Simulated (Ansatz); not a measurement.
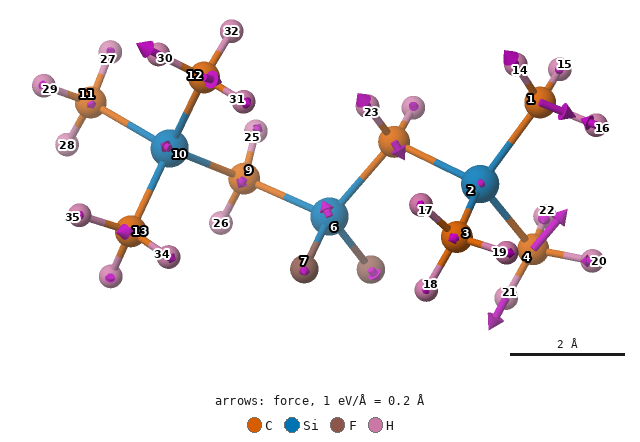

Starting geometry of C8H22F2Si3 (coarse preliminary run) with the computed forces as purple arrows. The picture is a ball-and-stick view, seen at a tilt.

The start comes from a force field.

All numbers below come from RKS PBE-D4/def2-SVP in Ansatz 0.2.0. (force threshold 0.03 eV/Å; at most 200 steps)

Q: What follows when this structure is relaxed?

A: It isn't relaxed: the largest force vector, on a C atom, is 4.73 eV/Å. The final displacements have little in common with the starting forces (cosine between the two patterns 0.02). After 24 geometry steps the energy has fallen by 21.5 kcal/mol. Largest force component: 4.5 eV/Å at the start, 0.022 eV/Å at the end. The forces were under the threshold at step 5, but the run went on from there. An H atom moves most after the best rigid fit: 1.24 Å. Largest moves by element: H 1.24 Å, C 0.90 Å, F 0.65 Å, Si 0.48 Å. Some distances before and after: C–H 1.025 → 1.109 Å, C–H 1.176 → 1.110 Å, C–H 1.052 → 1.109 Å, C–Si 1.835 → 1.888 Å. Bond angles that change, for instance: Si–C–H 116.8° → 110.4°, Si–C–H 116.5° → 111.3°, C–Si–C 112.3° → 117.2°. Groups turn about C–Si by about 25°. The run took about 140 s of wall time on a shared GPU.
